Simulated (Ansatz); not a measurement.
# Ligand exchange: BH2I + NaNH2 → BH2(NH2) + NaI

Species: BH2I `BI`, singlet; NaNH2 `[NH2][Na]`, singlet; BH2(NH2), singlet; NaI (Sodium Iodide), singlet. The partners trade I for NH2: B–I and Na–NH2 bonds give way to B–NH2 and Na–I.

Shapes, held fixed at every level: PBE0-D4/def2-TZVP. Programs: Ansatz 0.2.0. The zero-point and thermal change to 298 K, harmonic and unscaled (PBE0-D4/def2-TZVP), is +14.4 kJ/mol.

```
              level                    kind  ΔH(298 K) (kJ/mol)  less CCSD(T)/def2-TZVPP  CPU time (sum over the molecules)
   SPW92/def2-TZVPP                     LDA              -317.7                     -6.3                              3.6 s
  PBE-D4/def2-TZVPP                     GGA              -304.7                     +6.7                              6.5 s
B3LYP-D4/def2-TZVPP           global hybrid              -318.0                     -6.6                              7.9 s
BHLYP-D4/def2-TZVPP           global hybrid              -337.8                    -26.4                              6.8 s
 PBE0-D4/def2-TZVPP           global hybrid              -323.3                    -11.9                              6.1 s
 wB97X-V/def2-TZVPP  range-separated hybrid              -323.8                    -12.4                               18 s
   CCSD(T)/def2-SVP   coupled cluster or CI              -348.0                    -36.6                              4.3 s
 CCSD(T)/def2-TZVPP   coupled cluster or CI              -311.4                      0.0                               22 s
```

The highest level, CCSD(T)/def2-TZVPP, gives ΔH(298 K) = -311.4 kJ/mol; the levels span -348.0 to -304.7. The column of differences is taken from that level and isn't an error. No measured value is set beside it here. For atoms past krypton def2 sets carry core potentials with scalar relativity. Outer-core shells of I, Na are correlated, in sets that cover them unevenly. Times are processor times on shared x86 and Arm servers, and rough.

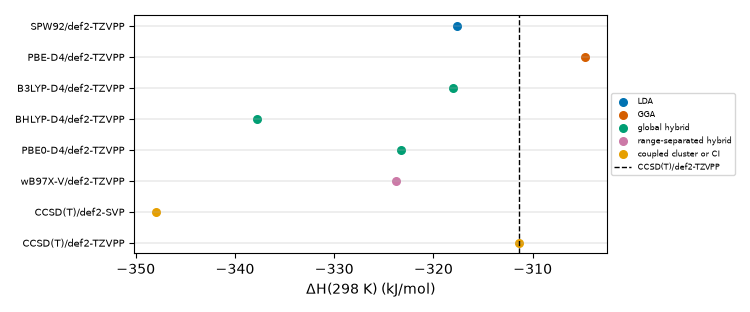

The values of the table, level by level.
